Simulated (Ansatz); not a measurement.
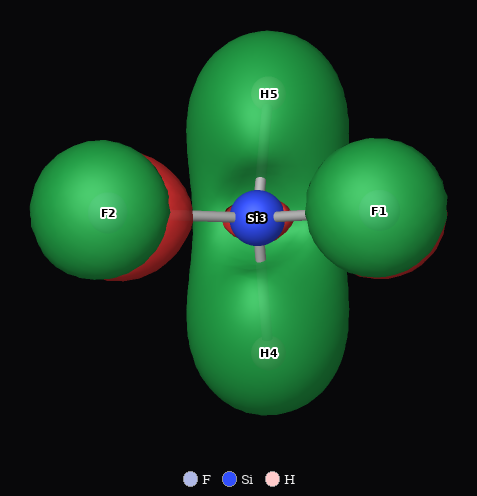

F2H2Si (SMILES F[SiH2]F). The HOMO−1 at ±0.15 Å⁻³ᐟ² (green and red are the two phases), seen across its widest extent.

Geometry: BLYP-D3(BJ)/def2-SVP.

All numbers below come from isolated molecule in a Gaussian basis; Kohn-Sham density functional theory, functional PBE0 in Ansatz.

```yaml
atoms:
  - { symbol: F, position_ang: [-2.9304, 1.4086, 1.5549] }
  - { symbol: F, position_ang: [-1.9950, 2.7038, 3.6486] }
  - { symbol: Si, position_ang: [-1.6685, 1.5187, 2.5794] }
  - { symbol: H, position_ang: [-0.4576, 1.9018, 1.8014] }
  - { symbol: H, position_ang: [-1.5446, 0.2324, 3.3198] }
```

What is the character of this orbital?

By Hirshfeld shares it lies mainly on F1 (about 25 %), F2 (about 25 %), Si3 (about 25 %), H4 (about 10 %) and H5 (about 10 %). Its energy is −11.88 eV.
